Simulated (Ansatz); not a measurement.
# doublet [Si2H4OF2]+ at 6 levels

We compute a comparison of 6 runs (UHF/STO-3G, U-r2SCAN/def2-SVP, UB3LYP/def2-SVP, UCAM-B3LYP/def2-SVP, UPBE/def2-SVP, UPBE0/def2-SVP) of doublet [Si2H4OF2]+. 

Program for the calculation: Ansatz 0.2.0.

57 further runs of the same task are left out: 57 set aside as unsound or not needed.

### 1 The molecule

[Si2H4OF2]+: 9 atoms, total charge +1, spin state doublet. As SMILES of the parent species, `O[SiH](F)[SiH2]F`. The coordinates come from a PBE0-D4/def2-TZVP relaxation. This is one conformer, not always the lowest. That shape belongs to the parent species and isn't relaxed for this state.

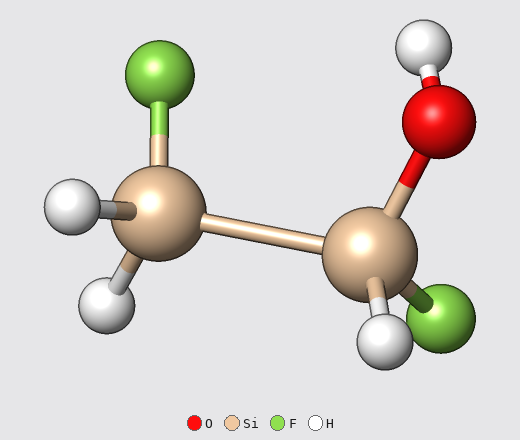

Viewed from a chosen angle; oxygen red, silicon light orange, fluorine green, hydrogen white.

### 2 The energy at UHF/STO-3G (run 1)

input.yaml

```yaml
basis:
  gaussian: {orbitals: STO-3G}
crystal:
  periodic: [false, false, false]
  atoms:
    - {symbol: O, position_ang: [0.844300, 1.766700, -0.485000]}
    - {symbol: Si, position_ang: [0.969400, 0.137800, -0.453100]}
    - {symbol: F, position_ang: [0.986700, -0.459700, -1.938500]}
    - {symbol: Si, position_ang: [-0.894000, -0.772400, 0.668300]}
    - {symbol: F, position_ang: [-2.133900, 0.202600, 0.333800]}
    - {symbol: H, position_ang: [-0.014200, 2.154900, -0.665100]}
    - {symbol: H, position_ang: [2.284600, -0.163900, 0.153800]}
    - {symbol: H, position_ang: [-1.253000, -2.143900, 0.226600]}
    - {symbol: H, position_ang: [-0.701500, -0.768300, 2.142300]}
total_charge: 1
magnetization: {spin_polarized: true, initial_magnetization: 1}
hamiltonian: {xc: hf}
accuracy: high
output: {orbitals: {seedname: orbitals}}
```

Run with:

```console
$ ansatz run input.yaml --threads 1 --pin off --max-ram 2610MiB --events-out events.jsonl --progress --plain --runs-dir runs
```

Standard output:

```text
Warning: RAYON_NUM_THREADS=1 ignored (pool sized by the plan → 1); use --threads N
Functional definition: HF
  name "HF"
  exchange = exact_x
  correlation = 0
766 factors; integrals over basis functions are off by at most 4.4e-8 eV
mean field evaluation 1: about -22938.0688 eV, gradient 2.8e1 eV
mean field evaluation 2: about -22938.1460 eV, gradient 2.8e1 eV
mean field evaluation 4: about -22945.3807 eV, gradient 2.1e0 eV
mean field evaluation 8: about -22945.6097 eV, gradient 8.2e-1 eV
mean field evaluation 16: about -22945.9930 eV, gradient 3.5e-2 eV
mean field evaluation 32: about -22945.9835 eV, gradient 2.1e-1 eV
mean field evaluation 64: about -22945.9903 eV, gradient 1.5e-1 eV
mean field evaluation 96: about -22945.7629 eV, gradient 7.5e-1 eV
mean field -22945.99298776 eV, -843.2496889477 hartree, gradient 2.8e-8 eV, S^2 0.762962; 3 other end points of the search recorded, 0 dependent functions left out
reference -22945.99298776 eV, -843.2496889477 hartree; 29, 28 occupied and 8, 9 virtual orbitals, 766 factors
Total energy: -22945.99298776 eV, -843.2496889477 hartree
```

Wall time 1.5 s (1 thread of Arm Neoverse V2, shared host); peak memory 0.11 GiB.

### 3 The energy at U-r2SCAN/def2-SVP (run 2)

run.yaml

```yaml
crystal:
  periodic: [false, false, false]
  atoms:
    - {symbol: O, position_ang: [0.844300, 1.766700, -0.485000]}
    - {symbol: Si, position_ang: [0.969400, 0.137800, -0.453100]}
    - {symbol: F, position_ang: [0.986700, -0.459700, -1.938500]}
    - {symbol: Si, position_ang: [-0.894000, -0.772400, 0.668300]}
    - {symbol: F, position_ang: [-2.133900, 0.202600, 0.333800]}
    - {symbol: H, position_ang: [-0.014200, 2.154900, -0.665100]}
    - {symbol: H, position_ang: [2.284600, -0.163900, 0.153800]}
    - {symbol: H, position_ang: [-1.253000, -2.143900, 0.226600]}
    - {symbol: H, position_ang: [-0.701500, -0.768300, 2.142300]}
basis:
  gaussian:
    orbitals: def2-SVP
total_charge: 1
magnetization:
  spin_polarized: true
  initial_magnetization: 1
hamiltonian:
  xc: {name: r2SCAN}
accuracy: high
output: {orbitals: {seedname: orbitals}}
```

Run with:

```console
$ ansatz run run.yaml --threads 1 --pin off --max-ram 2610MiB --events-out events.jsonl --progress --plain --runs-dir runs
```

Standard output:

```text
Warning: RAYON_NUM_THREADS=1 ignored (pool sized by the plan → 1); use --threads N
Functional definition: r2SCAN
  name "r2SCAN"
  parameter k0 = 0.174
  parameter k1 = 0.065
  parameter a1 = 4.9479
  exchange = r2scan_x(k0 = k0, k1 = k1, a1 = a1)
  correlation = r2scan_c
2049 factors; integrals over basis functions are off by at most 5.5e-9 eV
mean field evaluation 1: about -23263.9310 eV, gradient 6.8e1 eV
mean field evaluation 2: about -23138.2768 eV, gradient 1.7e2 eV
mean field evaluation 4: about -23272.2362 eV, gradient 3.9e1 eV
mean field evaluation 8: about -23279.3071 eV, gradient 3.6e-1 eV
mean field evaluation 16: about -23279.3023 eV, gradient 8.5e-4 eV
mean field evaluation 32: about -23277.6574 eV, gradient 4.9e0 eV
mean field -23279.30230707 eV, -855.4985805071 hartree, gradient 9.6e-8 eV, S^2 0.754114; 2 other end points of the search recorded, 0 dependent functions left out
reference -23279.30230922 eV, -855.4985805859 hartree; 29, 28 occupied and 69, 70 virtual orbitals, 2049 factors
Total energy: -23279.30230922 eV, -855.4985805859 hartree
```

It took 41 s on 1 thread of Arm Neoverse V2, shared host; peak memory 0.49 GiB.

Runs 3 to 5 aren't shown in full; the table further down has their settings and results.

### 4 A single-point energy at UPBE0/def2-SVP (run 6)

Edit run.yaml of step 3 so:

```diff
@@ -20,4 +20,5 @@
 hamiltonian:
-  xc: {name: r2SCAN}
+  xc: {name: PBE0}
 accuracy: high
-output: {orbitals: {seedname: orbitals}}
+output:
+  orbitals: {seedname: orbitals}
```

Run with:

```console
$ ansatz run run.yaml --threads 1 --pin off --max-ram 2610MiB --events-out events.jsonl --progress --plain --runs-dir runs
```

Standard output:

```text
Warning: RAYON_NUM_THREADS=1 ignored (pool sized by the plan → 1); use --threads N
Functional definition: PBE0
  name "PBE0"
  parameter a = 0.25
  parameter kappa = 0.804
  parameter beta = 0.06672455060314922
  exchange = (1 - a)*pbe_x(kappa = kappa, mu = beta*pi^2/3) + a*exact_x
  correlation = pbe_c(beta = beta)
2049 factors; integrals over basis functions are off by at most 5.5e-9 eV
mean field evaluation 1: about -23255.9909 eV, gradient 6.4e1 eV
mean field evaluation 2: about -23195.9226 eV, gradient 1.3e2 eV
mean field evaluation 4: about -23268.8596 eV, gradient 1.5e1 eV
mean field evaluation 8: about -23269.7807 eV, gradient 8.6e-1 eV
mean field evaluation 16: about -23269.7851 eV, gradient 4.7e-3 eV
mean field evaluation 32: about -23269.7851 eV, gradient 1.4e-7 eV
mean field -23269.78513761 eV, -855.1488309801 hartree, gradient 5.3e-8 eV, S^2 0.754854; 0 other end points of the search recorded, 0 dependent functions left out
reference -23269.78514031 eV, -855.1488310797 hartree; 29, 28 occupied and 69, 70 virtual orbitals, 2049 factors
Total energy: -23269.78514031 eV, -855.1488310797 hartree
```

Run time: 23 s. Hardware: 1 thread of Arm Neoverse V2, shared host; peak memory 0.52 GiB.

### 5 All runs side by side

```
run                level  energy (Eh)  HOMO energy (eV)  LUMO energy (eV)   ⟨S²⟩  wall time
  1           UHF/STO-3G  -843.249689            -14.50             -4.50  0.763      1.5 s
  2    U-r2SCAN/def2-SVP  -855.498581            -14.25            -13.07  0.754       41 s
  3      UB3LYP/def2-SVP  -855.705642            -15.03            -12.67  0.754       22 s
  4  UCAM-B3LYP/def2-SVP  -855.601046            -16.67            -11.50  0.757       26 s
  5        UPBE/def2-SVP  -855.105016            -13.70            -12.92  0.752       18 s
  6       UPBE0/def2-SVP  -855.148831            -15.33            -12.50  0.755       23 s
```

### 6 What came out

| quantity | value |
| --- | --- |
| run 6: total energy | -855.14883 Eh |
| run 6: HOMO energy (highest over α and β) | -15.33 eV |
| run 6: LUMO energy (lowest over α and β) | -12.50 eV |
| run 6: ⟨S²⟩ | 0.755 |

**Reading.** Totals of different functionals can't be ranked against each other. In run 1 the basis is minimal, so the values are rough. All runs together took 2.2 min, the longest 41 s.
